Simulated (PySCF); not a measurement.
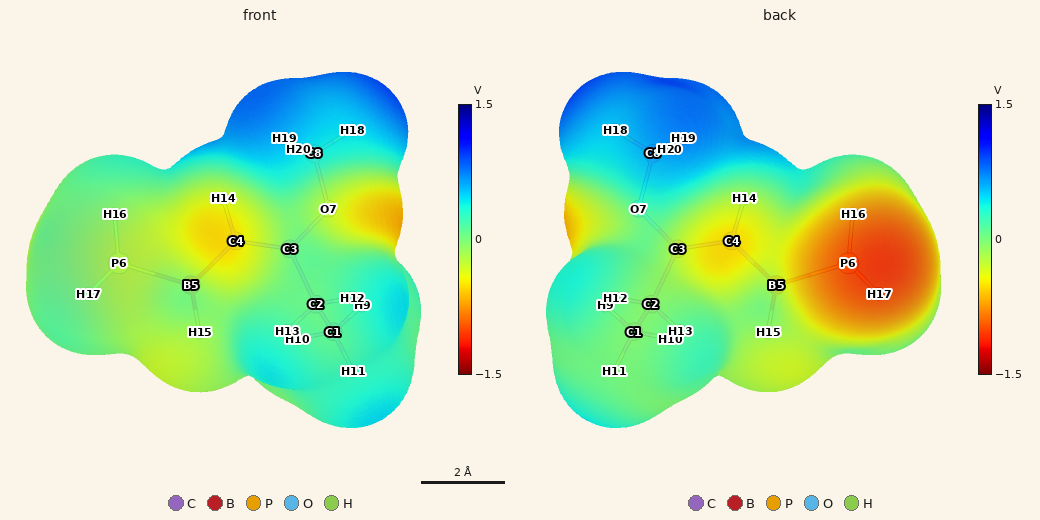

The picture shows: C₅H₁₂BOP. The electrostatic potential painted on the density surface at 0.001 e/bohr³, seen from the front and from behind; red is negative and blue positive.

Geometry: GFN2-xTB.

Computed with PBE0/pcSseg-1, SCF density, gas phase, non-relativistic (PySCF 2.14.0).

Input file:

```
{"job": {"kind": "nmr", "xc": "PBE0", "basis": "pcSseg-1"}, "charge": 0, "multiplicity": 1}
C     -1.249483    -2.172566     0.309860
C     -1.023588    -1.162666    -0.816960
C     -0.593649     0.166789    -0.261239
C      0.681953     0.506604     0.027730
B      1.922875    -0.354631    -0.155137
P      3.586323     0.325880     0.415028
O     -1.678518     0.952994    -0.076079
C     -1.528967     2.232897     0.493149
H     -2.005002    -1.807158     1.000916
H     -0.324608    -2.333951     0.857396
H     -1.584996    -3.121721    -0.100728
H     -1.957660    -1.014831    -1.361584
H     -0.266902    -1.539896    -1.501480
H      0.831165     1.501895     0.434941
H      1.891411    -1.463435    -0.533975
H      3.458083     1.641315     0.008788
H      4.370933    -0.049430    -0.658581
H     -2.533296     2.648133     0.556998
H     -0.909239     2.878246    -0.136748
H     -1.091980     2.176209     1.494670
```

Launched as:

```sh
OMP_NUM_THREADS=1 python probes_run.py task.json out
```

> Which sites attract a positive test charge, and which a negative one?

A positive charge is drawn to the negative regions and a negative charge to the positive ones. The most negative region (about −1.1 V) lies over P6, the most positive (about +0.9 V) over C8 and H18.

> What dipole moment does the calculation give?

Its dipole moment is 2.71 D.
